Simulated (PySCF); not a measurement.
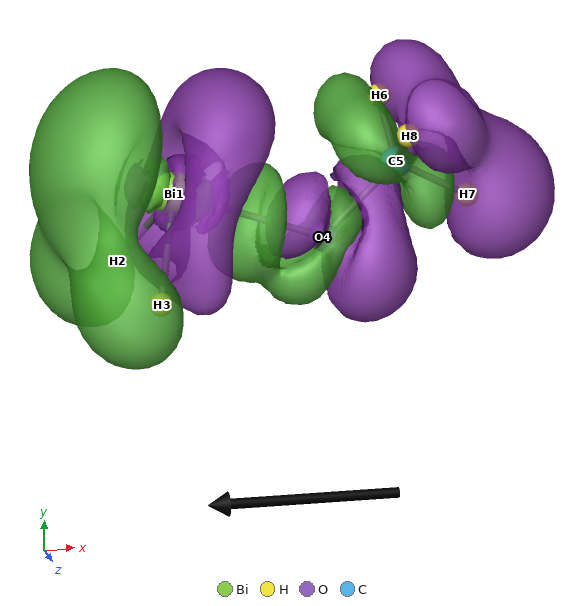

*BiH2(OMe) (CH₅BiO). Change of the electron density in a uniform field of 0.51 V/Å along −x (arrow), surfaces at ±0.003 e/Å³ (purple: gain, green: loss).*

Computed with PySCF, CAM-B3LYP/def2-SVPD, geometry: GFN2-xTB. Core potentials replace the inner electrons of Bi; spin–orbit coupling isn't included. No frequency check shows the geometry to be a minimum. GFN2-xTB bond lengths at metals and heavier atoms can be off by up to 0.1 Å and shapes distorted, which carries into these values.

How large is the response?

The induced dipole is 1.96 D (along the field); α along this axis, from the fields in both directions, is 79 bohr³ (11.7 Å³). The response isn't linear: the two directions induce 1.96 and 2.08 D.

Which atoms gain and lose the most charge?

Electrons gather most on H7 (Hirshfeld charge changes by −0.026 e) and leave Bi1 most (+0.038 e); 0.159 electrons are displaced in all.

Cost of the run: 68 s on 1 thread of Intel(R) Xeon(R) Processor @ 2.50GHz (Skylake/Cascade Lake), with other jobs on the host, peak memory 0.57 GiB.
